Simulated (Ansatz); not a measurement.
Rb, pressure series

Take Rb in the bcc (W type) structure (space group Im-3m, No. 229; a = 5.671 Å) as the base.

Cell and atoms are relaxed at each pressure.

Computed with PBE (Ansatz, a first-principles code), no spin-orbit coupling.

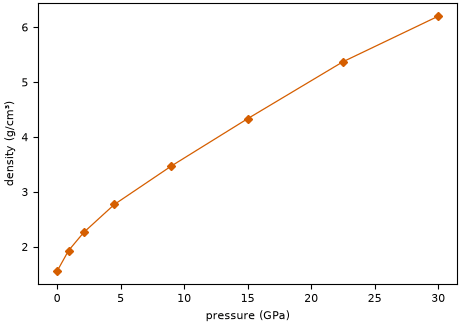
Figure: Density against pressure

Q: From the plot, what is the density for pressure 30 GPa?

A: About 6.2 g/cm³.

Q: Is the trend monotonic over the range shown?

A: Yes, it rises throughout, spanning 1.56 g/cm³ to 6.20 g/cm³.

Load acts through the strain it causes; cell and atoms are relaxed under it. Whether these cells are dynamically stable was not tested. The final runs are not spin-polarised. Measured, Rb leaves this structure (for fcc) near 7 GPa (temperature not stated; as listed in Olga Degtyareva, NATO science for peace and security series. B, Physics and biophysics (2010)).
